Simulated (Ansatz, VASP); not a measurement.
# SiO2 (Quartz): VASP beside Ansatz, part 3 of 3

Wanted: the spread between two codes on one cell, functional and k mesh. The cell is taken from a series of VASP runs on this material, whose earlier steps may have relaxed, scaled or displaced it; both programs get it as it stands. Valence electrons are named where the data sets of a main pair hold unlike numbers.

VASP 6.6.1 and Ansatz 0.2.0.

So far. Step 3 (VASP: band structure, LDA): The run ends at a pressure of -1.10 GPa, with forces up to 0.018 eV/Å. Step 6 (VASP: band structure, PBE): The run ends at a pressure of 5.90 GPa, with forces up to 0.31 eV/Å.

### Step 10. Ansatz: band structure, r2SCAN

Level of this step: Ansatz beside VASP: Kohn-Sham DFT, plane waves, r2SCAN (Ansatz).

The same cell, functional, mesh and smearing now go to Ansatz, which takes its cutoff from its data sets.

The cell is taken from a series of VASP runs on this material, whose earlier steps may have relaxed, scaled or displaced it; both programs get it as it stands.

Contents of input.yaml:

```yaml
crystal:
  lattice:
    - [4.9158, 0.0, 0.0]
    - [-2.4579, 4.2572076799, 0.0]
    - [0.0, 0.0, 5.4091]
  atoms:
    - { symbol: Si, position: [0.4692648135, 0.4692648135, 0.0] }
    - { symbol: Si, position: [0.0, 0.5307351865, 0.6666666667] }
    - { symbol: Si, position: [0.5307351865, 0.0, 0.3333333333] }
    - { symbol: O, position: [0.8553402672, 0.2683029818, 0.4517397088] }
    - { symbol: O, position: [0.7316970182, 0.5870372854, 0.7850730422] }
    - { symbol: O, position: [0.4129627146, 0.1446597328, 0.1184063755] }
    - { symbol: O, position: [0.2683029818, 0.8553402672, 0.5482602912] }
    - { symbol: O, position: [0.5870372854, 0.7316970182, 0.2149269578] }
    - { symbol: O, position: [0.1446597328, 0.4129627146, 0.8815936245] }
hamiltonian:
  xc: r2scan
  pseudopotentials: { kind: paw }
kpoints:
  mp_grid: { grid: [6, 6, 4] }
  band_path:
    path:
      - [0.0, 0.0, 0.0]
      - [0.14286, 0.0, 0.0]
      - [0.28571, 0.0, 0.0]
      - [0.5, 0.0, 0.0]
      - [0.47619, 0.04762, 0.0]
      - [0.40476, 0.19048, 0.0]
      - [0.35714, 0.28571, 0.0]
      - [0.33333, 0.33333, 0.0]
      - [0.28571, 0.28571, 0.0]
      - [0.19048, 0.19048, 0.0]
      - [0.04762, 0.04762, 0.0]
      - [0.0, 0.0, 0.0]
      - [0.0, 0.0, 0.14286]
      - [0.0, 0.0, 0.35714]
      - [0.0, 0.0, 0.5]
      - [0.14286, 0.0, 0.5]
      - [0.28571, 0.0, 0.5]
      - [0.5, 0.0, 0.5]
      - [0.47619, 0.04762, 0.5]
      - [0.40476, 0.19048, 0.5]
      - [0.35714, 0.28571, 0.5]
      - [0.33333, 0.33333, 0.5]
      - [0.19048, 0.19048, 0.5]
      - [0.09524, 0.09524, 0.5]
      - [0.5, 0.0, 0.5]
      - [0.5, 0.0, 0.35714]
      - [0.5, 0.0, 0.14286]
      - [0.5, 0.0, 0.0]
      - [0.33333, 0.33333, 0.14286]
      - [0.33333, 0.33333, 0.28571]
      - [0.33333, 0.33333, 0.5]
    npoints: 1
scf:
  occupations: { method: gaussian, width: 0.03 }
  n_extra_bands: 10
output:
  forces: true
  stress: true
  eigenvalues: true
  write_density: true
  write_potential: true
  elf: true
  volumetric_format: npy
```

Command:

```sh
ansatz run input.yaml --threads 4 --pin off --max-ram 9216MiB --backend cpu --events-out ev --progress --plain --runs-dir out
```

Numbers of over 12 decimals in the logs are rounded to 6 here.

Output:

```text
[...]
Crystal: 9 atoms, lattice volume = 113.199 Å³
Basis set: ecut = 500 eV, 2869 PW (Γ), exchange–correlation on 144×144×160 points (64 copies of the dense FFT grid, shifted against one another)
Bands: 34, of which v1, the nominal top of the filled ones, is band 24 counted from 1 (23 counted from 0)
Symmetry: 6 space group operations
[...]
k-point 0: bands = [... 20 lower, 1.0434, 1.3644, 1.7618, 1.7618, 8.6965, 12.1824, 12.1824, 12.7004, ... 6 higher]
  k-point 1: bands = [... 20 lower, 0.9780, 1.5193, 1.8460, 1.9723, 9.3070, 12.0322, 12.0617, 12.1392, ... 6 higher]
  k-point 2: bands = [... 20 lower, 0.8434, 1.8448, 1.8448, 1.9799, 10.7018, 10.7018, 11.8386, 12.7396, ... 6 higher]
  k-point 23: bands = [... 20 lower, 1.1251, 1.2988, 1.4845, 1.4845, 12.0629, 12.6025, 12.6025, 13.0225, ... 6 higher]
[key lines of the parts left out:]
SCF converged after 7 iterations
Free energy (F): -5340.288744 eV
Fermi energy:    5.383574 eV
P = ⅓ Tr σ = 0.8842 GPa (8.842 kbar)
```

Wall time 3.9 s (4 threads of Intel Xeon 6975P-C (Granite Rapids), shared host); peak memory 0.67 GiB; 15 s of CPU time.

### Step 11. Comparison

What differs besides the data sets and the points named for the pairs above, as far as they apply: VASP keeps PBE cores, Ansatz makes them for the functional; the cutoff is 500 eV in Ansatz and 460 eV in VASP. Total energies have different zeros and are not compared.

Both answers:

```csv
quantity,Ansatz,VASP,difference
pressure (GPa),0.88,0.55,+0.33
pressure without Ansatz's Pulay correction (GPa),0.82,0.55,+0.27
gap over the path points (eV),6.626,6.627,-0.001
```

Forces (eV/Å; atoms numbered as in POSCAR):

```csv
atom,"Ansatz x, y, z","VASP x, y, z"
Si1,"-0.002, -0.004, 0.000","-0.012, -0.020, 0.000"
Si2,"-0.002, 0.004, 0.000","-0.012, 0.020, 0.000"
Si3,"0.005, 0.000, 0.000","0.023, 0.000, 0.000"
O4,"0.035, 0.009, -0.030","0.031, 0.014, -0.031"
O5,"-0.025, 0.026, -0.030","-0.028, 0.020, -0.031"
O6,"-0.010, -0.035, -0.030","-0.003, -0.034, -0.031"
O7,"-0.010, 0.035, 0.030","-0.003, 0.034, 0.031"
O8,"0.035, -0.009, 0.030","0.031, -0.014, 0.031"
O9,"-0.025, -0.026, 0.030","-0.028, -0.020, 0.031"
```

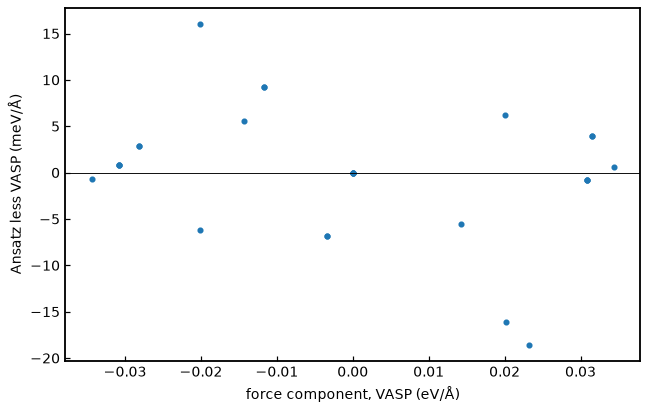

Difference of the force components against their size.

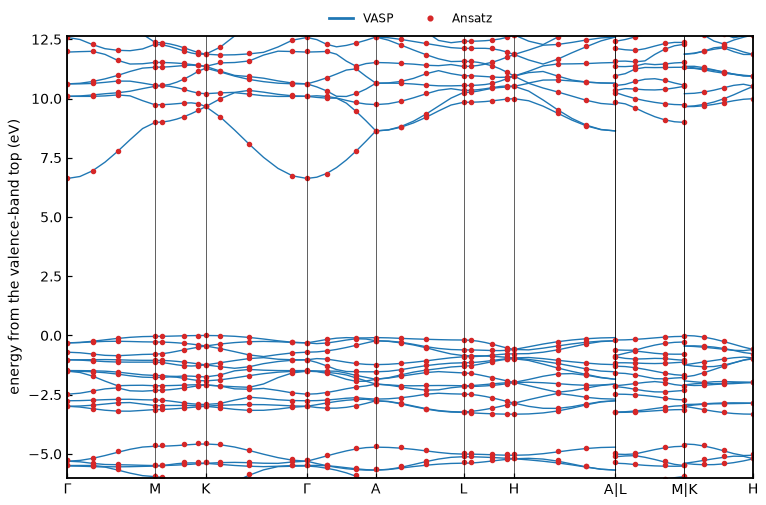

Bands from VASP (lines) and levels from Ansatz (dots). Dots without a line are higher empty bands that the VASP plot leaves out.

Levels at points of the path, from each program's valence-band top (eV; 4 filled, then empty):

```csv
k (reciprocal lattice),Ansatz,VASP
0.000 0.000 0.000,-1.03 -0.71 -0.31 -0.31 6.63 10.11 10.11,-1.03 -0.71 -0.31 -0.31 6.63 10.09 10.09
0.143 0.000 0.000,-1.02 -0.78 -0.27 -0.24 6.95 10.11 10.17,-1.02 -0.78 -0.27 -0.24 6.95 10.09 10.15
0.286 0.000 0.000,-1.02 -0.85 -0.24 -0.12 7.77 10.16 10.26,-1.02 -0.85 -0.24 -0.12 7.77 10.15 10.24
0.500 0.000 0.000,-1.04 -0.78 -0.27 -0.04 9.00 9.73 10.54,-1.05 -0.79 -0.27 -0.04 8.99 9.73 10.52
0.476 0.048 0.000,-1.05 -0.77 -0.28 -0.04 9.01 9.74 10.55,-1.05 -0.77 -0.28 -0.04 9.01 9.74 10.54
0.405 0.190 0.000,-1.12 -0.60 -0.33 -0.01 9.24 9.81 10.39,-1.12 -0.61 -0.33 -0.01 9.24 9.81 10.38
0.357 0.286 0.000,-1.19 -0.49 -0.40 0.00 9.51 9.78 10.22,-1.20 -0.49 -0.40 0.00 9.50 9.78 10.23
0.333 0.333 0.000,-1.23 -0.44 -0.44 0.00 9.67 9.67 10.20,-1.24 -0.44 -0.44 0.00 9.66 9.66 10.21
0.286 0.286 0.000,-1.14 -0.55 -0.36 -0.01 9.23 9.99 10.24,-1.15 -0.55 -0.36 -0.01 9.23 9.99 10.24
0.190 0.190 0.000,-0.97 -0.82 -0.26 -0.08 8.08 10.20 10.36,-0.97 -0.82 -0.26 -0.08 8.08 10.19 10.34
```

The forces differ by 7.0 meV/Å r.m.s., which is 30.2 % of the r.m.s. force of 0.023 eV/Å (both taken over all components). Among the levels compared at these points, filled levels agree within 7 meV and empty ones within 23 meV. Ansatz's pressure holds a Pulay correction of 0.06 GPa; VASP's holds none.

### Step 12. Outcome

* r.m.s. force difference (band structure, LDA): 13 meV/Å
* largest difference of a filled level at the path points (band structure, PBE): 7.1 meV
* r.m.s. force difference (band structure, PBE): 6.1 meV/Å
* largest difference of a filled level at the path points (band structure, r2SCAN): 6.8 meV
* r.m.s. force difference (band structure, r2SCAN): 7.0 meV/Å

The r.m.s. force difference is 13 meV/Å (band structure, LDA), beyond the 12 meV/Å picked in this series as the mark of a large difference. Band structure, LDA, cores kept as stored: r.m.s. force difference goes from 13 to 6.5 meV/Å; the difference in pressure goes from -0.078 to 0.44 GPa; the difference in gap over the path points goes from -0.0025 to 0.0021 eV; the difference in pressure without Ansatz's Pulay correction goes from -0.91 to -0.33 GPa. Band structure, LDA, Ansatz's larger PAW set (cutoff 900 eV): the difference in pressure goes from -0.078 to -0.0049 GPa; the difference in gap over the path points goes from -0.0025 to 0.0084 eV; the difference in pressure without Ansatz's Pulay correction goes from -0.91 to -0.10 GPa. Band structure, LDA, norm-conserving potentials (cutoff 1143 eV): r.m.s. force difference goes from 13 to 64 meV/Å; the difference in pressure goes from -0.078 to -1.7 GPa; the difference in gap over the path points goes from -0.0025 to 0.050 eV. 2 further runs of this series are not shown here. How closely two codes agree says nothing of how well the functional describes the real material.

[Lines on the potential files, build, host, timing and source positions are cut from VASP's logs without a mark.]

[Logs are printed without paths, hosts, clocks, repeated set-up lines and the standing remarks that a program may print on its own settings, such as how far it seeks lower states.]

[Hosts, paths, dates, database ids (printed as entryN), source tags and the programs' standing remarks are cut or masked in the printed files.]
